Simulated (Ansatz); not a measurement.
Geometry relaxation, with input and output: Si4NH12Cl (part 2 of 3)

Si4NH12Cl; RKS PBE0-D4/def2-SVP (Ansatz 0.2.0). The input holds or restrains some coordinates. Forces given for the steps count only the free coordinates.

Geometry of the input (Å):
```
Si -0.6456  0.1334  -0.0026
Si 1.7341  -1.5704  0.8171
Si -0.8351  1.5950  -1.8255
Si -0.0867  1.3602  1.9513
Cl -2.5858  -0.4824  0.5804
H  0.4196  -1.8437  -0.5525
N  -0.5512  -1.5156  -1.2386
H  2.4302  -2.8255  0.4677
H  1.4736  -1.6779  2.2544
H  2.7353  -0.5165  0.6152
H  -0.9102  2.9981  -1.4104
H  0.3671  1.4675  -2.6627
H  -1.9636  1.3732  -2.7403
H  -0.9618  2.5271  2.1297
H  1.2771  1.8767  1.8255
H  -0.1790  0.6009  3.1991
H  -0.3657  -1.3593  -2.2280
H  -1.3524  -2.1407  -1.1799
```

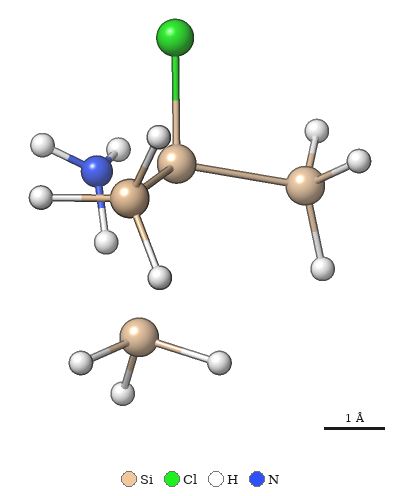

*The geometry at step 13 of the log (ball-and-stick view, seen at a tilt).*

Trajectory as extended XYZ, continued:
```
18
Properties=species:S:1:pos:R:3:forces:R:3 step=6 energy=-45683.87401
Si   -0.7740    0.0974   -0.0216   -0.0856  -1.1136  -0.6085
Si    1.8397   -1.3055    0.6405    0.4302   0.2969   0.4752
Si   -0.6321    1.6183   -1.8065    0.1542   0.0606  -0.0124
Si   -0.1560    1.1860    1.9580    0.0442   0.0285   0.1071
Cl   -2.8749   -0.1289    0.3651    0.1783   0.1063  -0.0128
H     0.3702   -1.7685   -0.5017   -1.6769  -0.0898  -0.8988
N    -0.7265   -1.6849   -1.0593    1.1381   0.7900   1.0977
H     2.4863   -2.6266    0.2714   -0.0124   0.0605  -0.0122
H     1.6031   -1.4267    2.1387    0.0395   0.0218  -0.2149
H     2.9411   -0.2754    0.4980   -0.1639  -0.1033  -0.0459
H    -0.7458    3.0156   -1.2751   -0.0091  -0.0927  -0.0294
H     0.6380    1.4992   -2.5971   -0.0710  -0.0130   0.0763
H    -1.7878    1.3232   -2.7066   -0.0135   0.0031  -0.0447
H    -1.0602    2.3816    2.0448    0.0247  -0.0436   0.0137
H     1.2623    1.6546    1.8254   -0.0972  -0.0531   0.0147
H    -0.3167    0.3409    3.1767   -0.0214  -0.0019  -0.0367
H    -0.5902   -1.5259   -2.0666   -0.1625  -0.1291   0.2088
H    -1.4766   -2.3742   -0.8841    0.3041   0.2725  -0.0774
18
Properties=species:S:1:pos:R:3:forces:R:3 step=7 energy=-45683.90798
Si   -0.7863    0.0948   -0.0320   -0.1373  -1.0663  -0.5238
Si    1.8724   -1.2462    0.5769    0.3507   0.2687   0.3995
Si   -0.5803    1.6018   -1.8173    0.1239   0.0459   0.0061
Si   -0.2016    1.1355    1.9857    0.1115   0.0005   0.0148
Cl   -2.9189    0.0586    0.3276    0.3010  -0.0950  -0.1699
H     0.3768   -1.7762   -0.5005   -1.6261  -0.0722  -0.7203
N    -0.7505   -1.7275   -0.9983    0.7821   0.9209   0.8847
H     2.5243   -2.5625    0.2140    0.0354   0.0074  -0.0220
H     1.6470   -1.3662    2.0735    0.0467   0.0199  -0.1418
H     2.9612   -0.2104    0.4197   -0.1298  -0.0587  -0.0502
H    -0.7047    2.9897   -1.2718   -0.0091  -0.0407  -0.0138
H     0.7028    1.4880   -2.5793   -0.0205  -0.0249   0.0514
H    -1.7198    1.3265   -2.7433   -0.0169  -0.0175  -0.0439
H    -1.0916    2.3376    2.0789   -0.0035  -0.0241  -0.0028
H     1.2199    1.5867    1.8674   -0.0320  -0.0201   0.0483
H    -0.3835    0.2812    3.1922   -0.0296  -0.0511  -0.0249
H    -0.6758   -1.5937   -2.0202   -0.1586  -0.1136   0.4011
H    -1.4914   -2.4175   -0.7734    0.4119   0.3208  -0.0925
18
Properties=species:S:1:pos:R:3:forces:R:3 step=8 energy=-45683.96132
Si   -0.7989    0.1119   -0.0404   -0.3684  -1.2594  -0.6135
Si    1.8995   -1.1789    0.4986    0.2986   0.2694   0.3098
Si   -0.5085    1.6048   -1.8236    0.0681  -0.0718  -0.0109
Si   -0.2234    1.0852    2.0152   -0.0407  -0.1021  -0.0031
Cl   -2.9707    0.1311    0.1578    0.4718   0.0238  -0.0160
H     0.3540   -1.7557   -0.4798   -1.5670  -0.2022  -0.6030
N    -0.8054   -1.7635   -0.8998    0.6883   0.9763   0.4197
H     2.5733   -2.4820    0.1375    0.0399  -0.0184  -0.0404
H     1.7045   -1.2938    1.9963    0.0563   0.0123  -0.0622
H     2.9626   -0.1237    0.3128   -0.1174  -0.0257  -0.0430
H    -0.6486    2.9843   -1.2690   -0.0065   0.0172  -0.0011
H     0.7958    1.4835   -2.5409    0.0143  -0.0103   0.0358
H    -1.6250    1.3361   -2.7806    0.0122  -0.0059  -0.0345
H    -1.1127    2.2842    2.1116   -0.0155   0.0180   0.0259
H     1.2017    1.5263    1.9477   -0.0163  -0.0167   0.0081
H    -0.4492    0.1908    3.1853   -0.0131  -0.0318  -0.0194
H    -0.8257   -1.6877   -1.9389   -0.0563  -0.0682   0.7592
H    -1.5235   -2.4527   -0.5900    0.5514   0.4955  -0.1115
18
Properties=species:S:1:pos:R:3:forces:R:3 step=9 energy=-45684.02335
Si   -0.8099    0.1544   -0.0683   -0.3483  -1.5775  -0.2753
Si    1.8944   -1.1294    0.4577    0.4702   0.3125   0.2448
Si   -0.4226    1.5966   -1.8712    0.0210  -0.0312   0.0241
Si   -0.2808    1.0139    2.0506    0.1156   0.0322  -0.1359
Cl   -2.9716    0.2190    0.1310    0.2834   0.0678  -0.1249
H     0.3259   -1.7452   -0.4584   -1.5510  -0.2060  -0.4074
N    -0.8530   -1.7664   -0.8196    0.5546   1.0086   0.1737
H     2.6198   -2.3926    0.0454    0.0243   0.0282  -0.0319
H     1.8277   -1.2503    1.9713    0.0047   0.0318  -0.1704
H     2.8762   -0.0073    0.1827   -0.1343  -0.1175   0.0221
H    -0.5962    2.9765   -1.3233    0.0096   0.0089  -0.0411
H     0.9156    1.4691   -2.5250   -0.0396  -0.0236   0.0648
H    -1.5058    1.3153   -2.8643    0.0449  -0.0003  -0.0239
H    -1.1487    2.2257    2.1933   -0.0207  -0.0288   0.0425
H     1.1501    1.4404    2.0018   -0.0214   0.0111   0.0868
H    -0.5192    0.0683    3.1797   -0.0307  -0.0343  -0.0846
H    -0.9487   -1.7556   -1.8589    0.0253  -0.0220   0.8123
H    -1.5535   -2.4322   -0.4246    0.5923   0.5403  -0.1757
18
Properties=species:S:1:pos:R:3:forces:R:3 step=10 energy=-45684.08539
Si   -0.8649    0.1526   -0.0412   -0.0551  -1.2172  -0.7930
Si    1.8907   -1.0634    0.3664    0.5864   0.2374   0.3831
Si   -0.3554    1.5509   -1.8567    0.0504  -0.0547  -0.0951
Si   -0.2822    0.9951    2.0657   -0.1164  -0.2066   0.2518
Cl   -3.0111    0.3358    0.0672    0.2801  -0.0455  -0.0134
H     0.2740   -1.7519   -0.4022   -1.3864  -0.1194  -0.5024
N    -0.9068   -1.7818   -0.7569    0.3427   1.0549   0.5365
H     2.6795   -2.2855   -0.0740   -0.0425   0.1060  -0.0156
H     1.8997   -1.1852    1.8881    0.0468   0.0393  -0.2510
H     2.8056    0.1159    0.0526   -0.2375  -0.2057   0.0452
H    -0.5426    2.9617   -1.3877    0.0150  -0.0650  -0.0052
H     1.0278    1.3813   -2.4115   -0.1252   0.0042   0.0874
H    -1.3635    1.2676   -2.9330    0.0835  -0.0104   0.0560
H    -1.1768    2.1806    2.2885    0.0344  -0.0914  -0.0199
H     1.1474    1.4382    2.1481   -0.1454  -0.0999  -0.0839
H    -0.5856   -0.0703    3.0821    0.0736   0.1816  -0.0658
H    -1.0442   -1.8172   -1.7876    0.0948   0.0790   0.6898
H    -1.5918   -2.4242   -0.3080    0.5008   0.4133  -0.2046
18
Properties=species:S:1:pos:R:3:forces:R:3 step=11 energy=-45684.15349
Si   -0.8673    0.2111   -0.0478   -0.1824  -1.5426  -0.6856
Si    1.8981   -1.0069    0.2788    0.6892   0.2705   0.3911
Si   -0.2772    1.5190   -1.9094    0.1732   0.0145  -0.0586
Si   -0.3392    0.8975    2.1337   -0.0099  -0.0471   0.1575
Cl   -2.9983    0.4538   -0.0056    0.0598   0.0441  -0.0100
H     0.2259   -1.7075   -0.3467   -1.2009  -0.1873  -0.4860
N    -0.9657   -1.7563   -0.6606    0.3119   1.1074   0.5976
H     2.7472   -2.1708   -0.2164   -0.1151   0.1505   0.0012
H     2.0036   -1.1251    1.7997    0.0270   0.0116  -0.2782
H     2.7255    0.2343   -0.0639   -0.2450  -0.2650   0.0691
H    -0.4776    2.9505   -1.5013    0.0246  -0.1147  -0.0441
H     1.1421    1.3049   -2.3612   -0.2346   0.0522   0.0760
H    -1.2202    1.2053   -3.0412    0.1041  -0.0274   0.1794
H    -1.2485    2.0672    2.3920    0.0728  -0.1188  -0.0032
H     1.0886    1.3468    2.2413   -0.1903  -0.0882  -0.0249
H    -0.6484   -0.2046    3.1164    0.0816   0.1843  -0.2128
H    -1.1630   -1.8553   -1.6750    0.1590   0.1182   0.6030
H    -1.6257   -2.3637   -0.1330    0.4750   0.4379  -0.2716
18
Properties=species:S:1:pos:R:3:forces:R:3 step=12 energy=-45684.19586
Si   -0.8932    0.2489   -0.0855   -0.0862  -1.5591  -0.1500
Si    1.8760   -0.9552    0.2607    0.8058   0.2155   0.1704
Si   -0.1725    1.5198   -1.9273   -0.0462  -0.1347  -0.1434
Si   -0.3766    0.8323    2.1358   -0.1070  -0.0766   0.0079
Cl   -3.0094    0.5751   -0.0854    0.1031   0.0055  -0.0994
H     0.2027   -1.6757   -0.3389   -1.1374  -0.2346  -0.1562
N    -1.0070   -1.7544   -0.5650    0.0836   1.2259   0.2491
H     2.7460   -2.0448   -0.3624   -0.1255   0.1802   0.0651
H     2.1251   -1.1164    1.7607   -0.0678   0.0131  -0.3041
H     2.5933    0.3445   -0.1066   -0.1557  -0.2598   0.1042
H    -0.4025    2.9688   -1.5988    0.0190  -0.1722  -0.0187
H     1.2542    1.2928   -2.3387   -0.2285   0.0378   0.0930
H    -1.1017    1.1099   -3.0419    0.1533   0.0934   0.1010
H    -1.2992    1.9690    2.4793    0.0873  -0.1076   0.0013
H     1.0453    1.2757    2.2751   -0.1178  -0.0403  -0.0147
H    -0.6712   -0.3407    3.0337    0.0596   0.1655  -0.1485
H    -1.2907   -1.9217   -1.5519    0.2182   0.1457   0.6461
H    -1.6187   -2.3279    0.0569    0.5421   0.5025  -0.4031
18
Properties=species:S:1:pos:R:3:forces:R:3 step=13 energy=-45684.23291
Si   -0.8839    0.2747   -0.0691   -0.1784  -1.6813  -0.4309
Si    1.8908   -0.9328    0.2147    0.6681   0.1803   0.2219
Si   -0.1492    1.4753   -1.9476   -0.0083  -0.0097  -0.0154
Si   -0.4157    0.8188    2.1662   -0.0258  -0.0701  -0.0192
Cl   -2.9911    0.6413   -0.1609    0.0453   0.0072  -0.0224
H     0.1958   -1.6570   -0.3154   -1.1211  -0.2283  -0.1464
N    -1.0186   -1.7349   -0.5152    0.1273   1.2856   0.2938
H     2.7643   -1.9827   -0.4642   -0.1229   0.1697   0.0582
H     2.1615   -1.1417    1.6998   -0.0202   0.0181  -0.2192
H     2.5650    0.3919   -0.1152   -0.0835  -0.1914   0.0785
H    -0.3844    2.9199   -1.6176    0.0137  -0.0839  -0.0606
H     1.2835    1.2556   -2.3170   -0.1288   0.0194   0.0337
H    -1.0433    1.0755   -3.0898    0.0909   0.0292   0.1294
H    -1.3377    1.9373    2.5596    0.0618  -0.1051  -0.0324
H     1.0034    1.2549    2.3085   -0.0376  -0.0091   0.0224
H    -0.6945   -0.3897    3.0135    0.0292   0.1166  -0.0925
H    -1.3308   -1.9227   -1.4877    0.2085   0.1635   0.5792
H    -1.6154   -2.2837    0.1371    0.4820   0.3894  -0.3782
18
Properties=species:S:1:pos:R:3:forces:R:3 step=14 energy=-45684.27373
Si   -0.8914    0.3053   -0.0814   -0.1333  -1.7732  -0.2474
Si    1.8790   -0.9108    0.2077    0.4837   0.1745   0.1758
Si   -0.1212    1.4529   -1.9681    0.0023  -0.0267   0.0307
Si   -0.4189    0.7933    2.1588    0.0014  -0.0014  -0.0694
Cl   -2.9844    0.6959   -0.2158   -0.0386   0.0343  -0.0134
H     0.1695   -1.6346   -0.2741   -1.1265  -0.1824  -0.3141
N    -1.0454   -1.7148   -0.4706    0.9019   1.9225   0.4879
H     2.7398   -1.8467   -0.6087    0.0045   0.0056  -0.0235
H     2.2063   -1.2492    1.6420   -0.0046  -0.0586   0.0153
H     2.5211    0.4395    0.0216   -0.0013   0.0534  -0.0382
H    -0.3866    2.9027   -1.7242   -0.0130   0.0110   0.0027
H     1.3172    1.2414   -2.2819    0.0171  -0.0057  -0.0167
H    -0.9760    0.9900   -3.1037    0.0045  -0.0238  -0.0164
H    -1.3561    1.8745    2.5900   -0.0095   0.0087   0.0209
H     0.9908    1.2403    2.3316    0.0123   0.0038  -0.0089
H    -0.6763   -0.4379    2.9625   -0.0206  -0.0355  -0.0007
H    -1.3917   -1.9047   -1.4134    0.0155  -0.0978   0.0167
H    -1.5758   -2.2373    0.2275   -0.0958  -0.0087  -0.0014
18
Properties=species:S:1:pos:R:3:forces:R:3 step=15 energy=-45684.28673
Si   -0.8908    0.3392   -0.0757   -0.2742  -1.7850  -0.4128
Si    1.8803   -0.8810    0.1893    0.4859   0.1446   0.1241
Si   -0.0911    1.4229   -1.9852   -0.0050   0.0159   0.0238
Si   -0.4395    0.7745    2.1743    0.0110   0.0167  -0.0183
Cl   -2.9772    0.7821   -0.2485    0.0675  -0.0152   0.0151
H     0.1542   -1.5979   -0.2411   -1.1079  -0.2469  -0.1466
N    -1.0623   -1.6871   -0.4226    0.8569   1.7651   0.3166
H     2.7344   -1.7150   -0.7391   -0.0248   0.0323  -0.0306
H     2.2637   -1.3644    1.5694   -0.0047   0.0338  -0.0035
H     2.4687    0.5059    0.0896    0.0175  -0.0078   0.0253
H    -0.3658    2.8797   -1.7922    0.0017  -0.0013  -0.0202
H     1.3516    1.2020   -2.2752    0.0095   0.0011  -0.0062
H    -0.9286    0.9154   -3.1162    0.0088  -0.0149   0.0098
H    -1.3835    1.8388    2.6343    0.0040  -0.0040   0.0153
H     0.9690    1.2193    2.3683   -0.0011  -0.0130   0.0015
H    -0.7029   -0.4841    2.9354   -0.0083  -0.0148  -0.0088
H    -1.3791   -1.9695   -1.3538   -0.0014   0.1333   0.0242
H    -1.6013   -2.1807    0.2888   -0.0353  -0.0398   0.0914
18
Properties=species:S:1:pos:R:3:forces:R:3 step=16 energy=-45684.29394
Si   -0.8982    0.3609   -0.0790   -0.2333  -1.7587  -0.3186
Si    1.8755   -0.8534    0.1850    0.6011   0.1207   0.0864
Si   -0.0668    1.4010   -1.9999   -0.0355   0.0275  -0.0065
Si   -0.4525    0.7580    2.1784    0.0198   0.0017  -0.0090
Cl   -2.9749    0.8288   -0.2737    0.0571  -0.0355   0.0042
H     0.1435   -1.5802   -0.2027   -1.1053  -0.2249  -0.1939
N    -1.0725   -1.6716   -0.3864    0.8084   1.7903   0.3542
H     2.7048   -1.6149   -0.8405   -0.0945   0.0966   0.1273
H     2.2978   -1.4111    1.5334   -0.0054   0.0565  -0.1343
H     2.4505    0.5481    0.1529   -0.0215  -0.0908   0.0208
H    -0.3659    2.8618   -1.8682    0.0106  -0.0420  -0.0141
H     1.3827    1.1880   -2.2622    0.0093   0.0023   0.0126
H    -0.8757    0.8393   -3.1276    0.0114  -0.0027   0.0177
H    -1.3829    1.8109    2.6926    0.0054  -0.0171  -0.0147
H     0.9622    1.1784    2.3810   -0.0077  -0.0073   0.0192
H    -0.7252   -0.5301    2.8885   -0.0022   0.0075   0.0032
H    -1.3977   -1.9611   -1.3122    0.0117   0.0793   0.0313
H    -1.6048   -2.1524    0.3406   -0.0295  -0.0036   0.0146
18
Properties=species:S:1:pos:R:3:forces:R:3 step=17 energy=-45684.29808
Si   -0.9001    0.3706   -0.0765   -0.2230  -1.7908  -0.2964
Si    1.8722   -0.8478    0.1834    0.6460   0.1217   0.0796
Si   -0.0626    1.3918   -2.0050   -0.0053   0.0148  -0.0023
Si   -0.4489    0.7524    2.1823   -0.0290   0.0043   0.0158
Cl   -2.9757    0.8280   -0.2798    0.0337  -0.0036   0.0167
H     0.1364   -1.5720   -0.1921   -1.0959  -0.2457  -0.2098
N    -1.0793   -1.6623   -0.3781    0.7975   1.8198   0.4119
H     2.6911   -1.5836   -0.8663   -0.0873   0.0778   0.0940
H     2.3373   -1.4228    1.5086   -0.0422   0.0388  -0.0999
H     2.4470    0.5530    0.1694   -0.0323  -0.0600   0.0067
H    -0.3772    2.8512   -1.9016    0.0042  -0.0378  -0.0129
H     1.3933    1.1885   -2.2407   -0.0033   0.0078   0.0025
H    -0.8503    0.8011   -3.1334    0.0128   0.0010   0.0255
H    -1.3836    1.8033    2.6936    0.0133  -0.0126  -0.0010
H     0.9640    1.1646    2.4115   -0.0072  -0.0059  -0.0086
H    -0.7364   -0.5396    2.8813   -0.0002   0.0162  -0.0078
H    -1.4114   -1.9356   -1.3060    0.0218   0.0280   0.0305
H    -1.6159   -2.1407    0.3493   -0.0037   0.0260  -0.0445
18
Properties=species:S:1:pos:R:3:forces:R:3 step=18 energy=-45684.30166
Si   -0.8991    0.3796   -0.0688   -0.1824  -1.8064  -0.2652
Si    1.8748   -0.8410    0.1620    0.5735   0.1396   0.1440
Si   -0.0469    1.3799   -2.0013   -0.0226   0.0082  -0.0264
Si   -0.4594    0.7523    2.1929    0.0053  -0.0092   0.0177
Cl   -2.9732    0.8300   -0.2689   -0.0071   0.0202  -0.0031
H     0.1328   -1.5692   -0.1751   -1.0954  -0.2309  -0.2549
N    -1.0824   -1.6533   -0.3675    0.7894   1.8576   0.4638
H     2.6797   -1.5402   -0.9143   -0.0418   0.0396   0.0235
H     2.3615   -1.4484    1.4614   -0.0272   0.0179  -0.0525
H     2.4388    0.5614    0.1848   -0.0167  -0.0235  -0.0012
H    -0.3922    2.8352   -1.9491    0.0011  -0.0416  -0.0074
H     1.4168    1.2000   -2.2128   -0.0284   0.0065   0.0063
H    -0.8107    0.7365   -3.1187    0.0293   0.0163   0.0209
H    -1.3866    1.8072    2.7078    0.0093  -0.0033  -0.0079
H     0.9571    1.1470    2.4313   -0.0108  -0.0043   0.0011
H    -0.7647   -0.5409    2.8827    0.0044   0.0157  -0.0083
H    -1.4136   -1.9096   -1.2997    0.0258  -0.0227   0.0029
H    -1.6329   -2.1263    0.3532   -0.0057   0.0205  -0.0532
18
Properties=species:S:1:pos:R:3:forces:R:3 step=19 energy=-45684.30411
Si   -0.8929    0.3938   -0.0627   -0.1638  -1.8272  -0.2293
Si    1.8764   -0.8371    0.1690    0.5035   0.1649   0.0816
Si   -0.0442    1.3651   -2.0103    0.0102   0.0234  -0.0753
Si   -0.4573    0.7479    2.2021    0.0124   0.0056   0.0146
Cl   -2.9629    0.8533   -0.2600   -0.0472   0.0202  -0.0093
H     0.1319   -1.5629   -0.1602   -1.1057  -0.2198  -0.1881
N    -1.0834   -1.6394   -0.3552    0.7630   1.8771   0.4049
H     2.6399   -1.4552   -0.9808    0.0180   0.0125   0.0235
H     2.4008   -1.5195    1.4150   -0.0226   0.0298  -0.0597
H     2.4177    0.5709    0.2567    0.0110  -0.0283  -0.0026
H    -0.4393    2.8113   -2.0293    0.0114  -0.0942   0.0106
H     1.4314    1.2265   -2.1786   -0.0548   0.0131   0.0011
H    -0.7580    0.6514   -3.1230    0.0539   0.0407   0.0742
H    -1.3722    1.8133    2.7141    0.0000   0.0114   0.0098
H     0.9635    1.1169    2.4578   -0.0222  -0.0034   0.0027
H    -0.7913   -0.5435    2.8821    0.0040   0.0103  -0.0149
H    -1.4050   -1.8903   -1.2917    0.0175  -0.0332  -0.0180
H    -1.6551   -2.1024    0.3549    0.0113  -0.0029  -0.0257
18
Properties=species:S:1:pos:R:3:forces:R:3 step=20 energy=-45684.30624
Si   -0.8953    0.3973   -0.0542   -0.1623  -1.8037  -0.3176
Si    1.8760   -0.8346    0.1477    0.5382   0.1598   0.1125
Si   -0.0362    1.3515   -2.0056   -0.0160   0.0520  -0.0740
Si   -0.4597    0.7562    2.2099    0.0071  -0.0219   0.0256
Cl   -2.9639    0.8661   -0.2558   -0.0207   0.0085   0.0038
H     0.1251   -1.5574   -0.1531   -1.0923  -0.2336  -0.1999
N    -1.0899   -1.6352   -0.3492    0.7568   1.8613   0.4221
H     2.6468   -1.4230   -1.0143   -0.0189   0.0104   0.0323
H     2.4017   -1.5450    1.3779   -0.0170   0.0297  -0.0603
H     2.4234    0.5693    0.2691   -0.0087  -0.0294   0.0012
H    -0.4651    2.7879   -2.0436    0.0238  -0.0879  -0.0058
H     1.4438    1.2444   -2.1580   -0.0586   0.0113   0.0111
H    -0.7201    0.6113   -3.1201    0.0484   0.0398   0.0824
H    -1.3710    1.8249    2.7211   -0.0034   0.0077  -0.0001
H     0.9607    1.1141    2.4822   -0.0182  -0.0073  -0.0179
H    -0.8070   -0.5376    2.8783    0.0039   0.0116   0.0045
H    -1.4016   -1.8912   -1.2879    0.0192   0.0014  -0.0112
H    -1.6679   -2.0987    0.3553    0.0187  -0.0098  -0.0088
```
